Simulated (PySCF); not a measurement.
Input file:

```
{"job": {"kind": "uv", "xc": "CAM-B3LYP", "basis": "def2-SVPD", "nstates": 8, "ntriplets": 3}, "charge": 0, "multiplicity": 1}
Si    -3.213560    -0.420033     0.130393
O     -1.974220     0.475471    -0.388224
Si    -0.506660     0.980325    -0.869284
Si     1.060280    -0.627407    -0.322166
Si     3.227727     0.131052    -0.034341
H     -3.151804    -0.420997     1.591309
H     -3.045318    -1.766110    -0.415723
H     -4.412884     0.238332    -0.380175
H     -0.341262     2.266462    -0.181930
H     -0.665624     1.242893    -2.303928
H      1.077143    -1.696320    -1.342428
H      0.654051    -1.365802     0.891272
H      4.012677    -0.673459     0.904113
H      3.995776     0.138159    -1.282378
H      3.279264     1.505424     0.475921
```

Command:

```sh
OMP_NUM_THREADS=1 python probes_run.py task.json out
```

Geometry: GFN2-xTB.

Theory: CAM-B3LYP/def2-SVPD, SCF density, gas phase in PySCF.

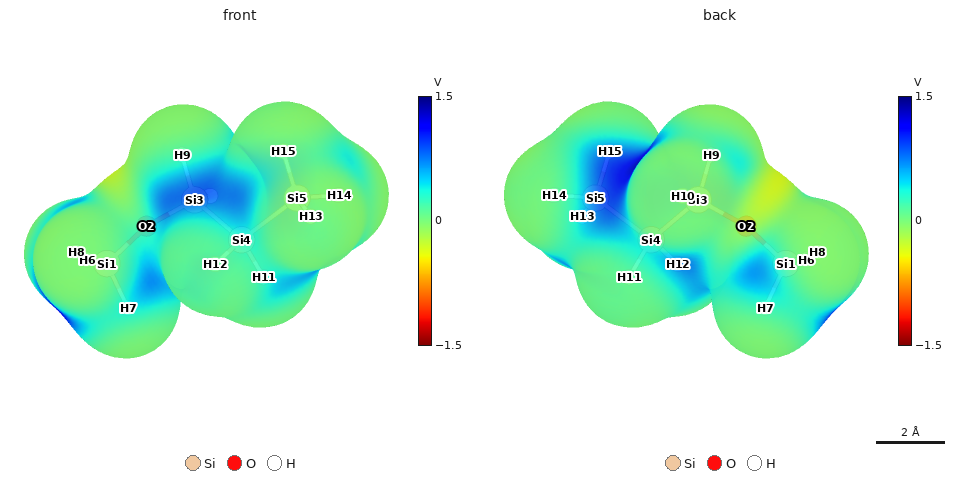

H10OSi4 (SMILES [SiH3]O[SiH2][SiH2][SiH3]). The molecular electrostatic potential painted on the density surface at 0.001 e/bohr³, seen from the front and from behind; red is negative and blue positive.

### Where is the surface potential most negative and most positive?

The most negative region (about −0.3 V) lies over O2, the most positive (about +1.2 V) over Si1 and Si3.

### What dipole moment does the calculation give?

Its dipole moment is 0.29 D.
